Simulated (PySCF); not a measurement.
# doublet [SiH2Cl2]+: levels of theory compared

Wanted: a comparison of 6 runs (UB3LYP/STO-6G, UPBE0/STO-6G, NEVPT2(3,3)/STO-6G, ROCCSD(T)/STO-6G, UCCSD(T)/STO-6G, FCI/STO-6G) of doublet [SiH2Cl2]+. Input form: a Python script.

The results are computed with PySCF 2.14.0.

11 further runs of the same task are left out: 11 set aside as unsound or not needed.

## (1) Starting point

The species is [SiH2Cl2]+ (5 atoms), meant as a doublet with charge +1. SMILES of the parent species: `Cl[SiH2]Cl`. The shape is that of a PBE0-D4/def2-TZVP optimisation. That shape belongs to the parent species and isn't relaxed for this state.

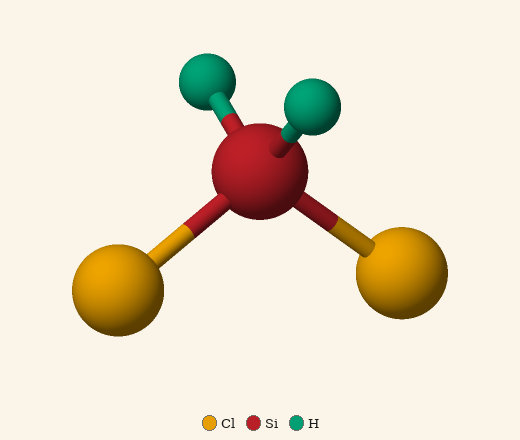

The structure, seen from a chosen angle (chlorine amber, silicon red, hydrogen teal).

## (2) A single-point energy at UB3LYP/STO-6G (run 1)

run.py

```python
from pyscf import gto, dft

mol = gto.M(
    atom='''
Cl    -1.036100    -0.393400     1.609300
Si     0.136800    -0.071700    -0.028900
Cl    -0.799200     1.196800    -1.324000
H      0.352000    -1.362200    -0.711200
H      1.396500     0.556600     0.413400
''',
    basis='sto-6g',
    verbose=4,
    max_memory=1860,
    spin=1,
    charge=1,
)

calc0 = dft.UKS(mol)
calc0.xc = 'b3lyp'
calc0.grids.level = 5
calc0.conv_tol = 1e-10
calc0.kernel()
if not calc0.converged:
    calc0 = calc0.newton().run(calc0.mo_coeff, calc0.mo_occ)

energy = calc0.e_tot
print('E = %.10f Eh' % energy)
```

Started as:

```console
OMP_NUM_THREADS=1 python run.py
```

The log of the run:

```text
PySCF version 2.14.0

[INPUT] num. atoms = 5
[INPUT] num. electrons = 49
[INPUT] charge = 1
[INPUT] spin (= nelec alpha-beta = 2S) = 1
[INPUT] symmetry False subgroup None
[INPUT] Mole.unit = angstrom
[INPUT] Symbol           X                Y                Z      unit          X                Y                Z       unit  Magmom
[INPUT]  1 Cl    -1.036100000000  -0.393400000000   1.609300000000 AA   -1.957945237662  -0.743418257404   3.041136252263 Bohr   0.0
[INPUT]  2 Si     0.136800000000  -0.071700000000  -0.028900000000 AA    0.258514533841  -0.135493363131  -0.054613085000 Bohr   0.0
[INPUT]  3 Cl    -0.799200000000   1.196800000000  -1.324000000000 AA   -1.510269118752   2.261624225879  -2.501997388924 Bohr   0.0
[INPUT]  4 H      0.352000000000  -1.362200000000  -0.711200000000 AA    0.665183595847  -2.574184926883  -1.343973219791 Bohr   0.0
[INPUT]  5 H      1.396500000000   0.556600000000   0.413400000000 AA    2.639002532955   1.051821560933   0.781212779895 Bohr   0.0

[... 41 lines left out ...]
WARN: HOMO -0.362274324967355 >= LUMO -0.362274324967354
[... 46 lines left out ...]
converged SCF energy = -1206.59612779448  <S^2> = 0.75237798  2S+1 = 2.0023766
E = -1206.5961277945 Eh
```

It took 9 s on 1 thread of Arm Neoverse V2, shared host; peak memory 0.25 GiB.

## (3) A single-point energy at UPBE0/STO-6G (run 2)

input.py

```python
from pyscf import gto, dft

molecule = gto.Mole()
molecule.atom = [
    ('Cl', (-1.036100, -0.393400, 1.609300)),
    ('Si', (0.136800, -0.071700, -0.028900)),
    ('Cl', (-0.799200, 1.196800, -1.324000)),
    ('H', (0.352000, -1.362200, -0.711200)),
    ('H', (1.396500, 0.556600, 0.413400)),
]
molecule.charge = 1
molecule.basis = 'sto-6g'
molecule.verbose = 3
molecule.spin = 1
molecule.max_memory = 1860
molecule.build()

ks = dft.UKS(molecule)
ks.xc = 'pbe0'
ks.conv_tol = 1e-10
ks.grids.level = 5
ks.kernel()
if not ks.converged:
    ks = ks.newton().run(ks.mo_coeff, ks.mo_occ)

energy = ks.e_tot
print('E(%s) = %.9f' % ('PBE0', energy))
```

Started as:

```console
OMP_NUM_THREADS=1 python input.py
```

The log of the run:

```text
converged SCF energy = -1206.20181231028  <S^2> = 0.75258893  2S+1 = 2.0025873
E(PBE0) = -1206.201812310
```

Wall time 8.7 s (1 thread of Arm Neoverse V2, shared host); peak memory 0.25 GiB.

Runs 3 to 5 aren't shown in full; the table further down has their settings and results.

## (4) The energy at FCI/STO-6G (run 6)

run.py

```python
from pyscf import gto, scf, mcscf

mol = gto.M(
    atom='''
Cl    -1.957945    -0.743418     3.041136
Si     0.258515    -0.135493    -0.054613
Cl    -1.510269     2.261624    -2.501997
H      0.665184    -2.574185    -1.343973
H      2.639003     1.051822     0.781213
''',
    charge=1,
    basis='sto-6g',
    unit='bohr',
    verbose=3,
    spin=1,
    max_memory=1860,
)

myscf = scf.ROHF(mol)
myscf.conv_tol = 1e-10
myscf.kernel()
if not myscf.converged:
    myscf = myscf.newton().run(myscf.mo_coeff, myscf.mo_occ)

cas = mcscf.CASCI(myscf, myscf.mo_coeff.shape[-1] - 15, (mol.nelec[0] - 15, mol.nelec[1] - 15))  # full CI above the frozen core
cas.fix_spin_(ss=0.75)
cas.kernel()
energy = cas.e_tot
print('E(%s) = %.9f' % ('FCI', energy))
```

Started as:

```console
OMP_NUM_THREADS=1 python run.py
```

The log of the run:

```text
converged SCF energy = -1204.74309565065
CASCI E = -1204.84136876401  E(CI) = -64.1966356311589  S^2 = 0.7500000
E(FCI) = -1204.841368764
```

It took 72 s on 1 thread of Arm Neoverse V2, shared host; peak memory 0.56 GiB.

## (5) The series

```csv
run,level,integration grid,active selection,energy (Eh),⟨S²⟩,wall time
1,UB3LYP/STO-6G,5,–,-1206.596128,0.752,9 s
2,UPBE0/STO-6G,5,–,-1206.201812,0.753,8.7 s
3,"NEVPT2(3,3)/STO-6G",–,mp2 natural orbitals,-1204.817544,–,2.4 s
4,ROCCSD(T)/STO-6G,–,–,-1204.839986,0.750,1.4 s
5,UCCSD(T)/STO-6G,–,–,-1204.839976,0.762,1.3 s
6,FCI/STO-6G,–,–,-1204.841369,–,72 s
```

## (6) Summary of results

```
                                           quantity           value
                                run 6: total energy  -1204.84137 Eh
run 6: correlation energy (15 core orbitals frozen)       -98.3 mEh
```

In words: Against full CI in this basis: ROCCSD(T) +1.4 mEh; UCCSD(T) +1.4 mEh. Totals of different functionals can't be ranked against each other. In runs 1, 2, 3, 4, 5, 6 the basis is minimal, so the values are rough. All runs together took 95 s, the longest 72 s.
